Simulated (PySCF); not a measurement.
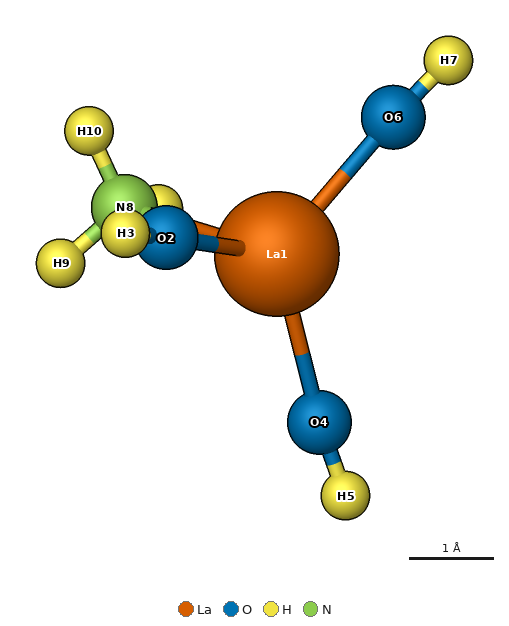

Fig. 1: The input geometry (ball-and-stick view, seen at a tilt; atoms are numbered from 1 in the order of the input). Sticks mark near contacts. Bond lengths as drawn: H–N 1.02 Å, H–O 0.96 Å, La–N 2.72 Å and La–O 2.21 Å.

Run report: LaNH6O3, single-point calculation

LaNH6O3 (La(OH)3(NH3)), computed with RKS B3LYP, La def2-SVP with ECP46, O def2-SVP, H def2-SVP, N def2-SVP; non-relativistic Hamiltonian with a scalar-relativistic core potential; density fitting (PySCF 2.14.0).

It belongs to a series of runs on one base structure; here: singlet excitations, Tamm-Dancoff B3LYP.

### What the program printed
```
init E= -315.615771164538
  HOMO = -0.239502566721582  LUMO = -0.028328065505022  gap/eV = 5.74635
cycle= 1 E= -315.616969414767  delta_E= -0.0012  |g|= 0.0403  |ddm|= 0.176
  HOMO = -0.233200987635411  LUMO = -0.0287548751043971  gap/eV = 5.56326
cycle= 2 E= -315.616208522161  delta_E= 0.000761  |g|= 0.074  |ddm|= 0.0751
  HOMO = -0.23968480221509  LUMO = -0.0292400146819958  gap/eV = 5.72649
cycle= 3 E= -315.617270249394  delta_E= -0.00106  |g|= 0.00453  |ddm|= 0.0505
  HOMO = -0.239503921658882  LUMO = -0.0293780056007726  gap/eV = 5.71782
cycle= 4 E= -315.617274663881  delta_E= -4.41e-06  |g|= 0.00108  |ddm|= 0.0044
  HOMO = -0.239498888077349  LUMO = -0.0293565654306818  gap/eV = 5.71826
cycle= 5 E= -315.617274907273  delta_E= -2.43e-07  |g|= 0.000218  |ddm|= 0.00114
  HOMO = -0.239479216515492  LUMO = -0.0293517756038675  gap/eV = 5.71786
cycle= 6 E= -315.617274920667  delta_E= -1.34e-08  |g|= 2.36e-05  |ddm|= 0.000316
  HOMO = -0.239481686921704  LUMO = -0.0293526571069087  gap/eV = 5.71790
cycle= 7 E= -315.617274920776  delta_E= -1.09e-10  |g|= 4.16e-06  |ddm|= 2.36e-05
  HOMO = -0.239482821775082  LUMO = -0.0293526716179748  gap/eV = 5.71793
```

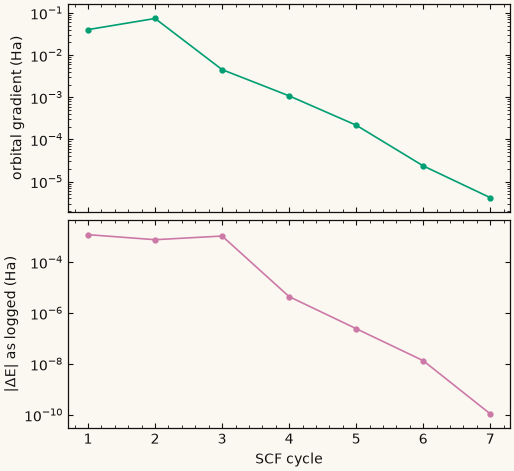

Fig. 2: Convergence of the self-consistent field: orbital gradient and size of the energy change against the SCF cycle. The residual falls almost steadily, with no more than small rises.

```
Extra cycle  E= -315.61727492077  delta_E= 6.65e-12  |g|= 7.16e-06  |ddm|= 7.87e-06
converged SCF energy = -315.61727492077
```

This output came from the following input.

### The input
```python
mol = gto.M(atom='''
La     0.17703    -0.21767     0.26986
O      1.28732     1.38331     1.30311
H      1.81400     1.99835     1.81289
O     -1.49258    -1.19026     1.33504
H     -2.12357    -1.68477     1.85829
O      1.21610    -1.35169    -1.31082
H      1.73627    -1.88566    -1.91073
N     -1.34242     1.36448    -1.34569
H     -1.95070     1.98782    -0.81312
H     -0.78455     1.96061    -1.95843
H     -1.95320     0.81756    -1.95397''',
    basis={'La': 'def2-SVP', 'O': 'def2-SVP', 'H': 'def2-SVP', 'N': 'def2-SVP'},
    ecp={'La': 'def2-SVP'},
    charge=0, spin=0)
mf = dft.RKS(mol, xc='B3LYP')
mf.grids.atom_grid = (50, 194)  # f atoms: at least (60, 302), unpruned
mf = mf.density_fit()  # La def2-universal-JKFIT, O def2-universal-JKFIT, H def2-universal-JKFIT, N def2-universal-JKFIT
mf.conv_tol = 1e-08; mf.max_cycle = 55
mf.kernel(dm0)
```

The script is an equivalent of the set-up of the self-consistent field. The run itself was carried out by a driver, which started from the orbitals of the step before it where there was one and computed the further properties.

Launch command:
```bash
OMP_NUM_THREADS=2 python <driver script>
```

### Key numbers

- outcome: converged
- total energy: −315.617275 hartree
- HOMO: −6.52 eV
- LUMO: −0.80 eV
- dipole moment: 4.35 D
- hardware: 2 threads of Arm Neoverse V1, 24 GiB of memory available, shared host
- wall time: 59 s (CPU time 2 min)
- peak memory: 2.3 GiB
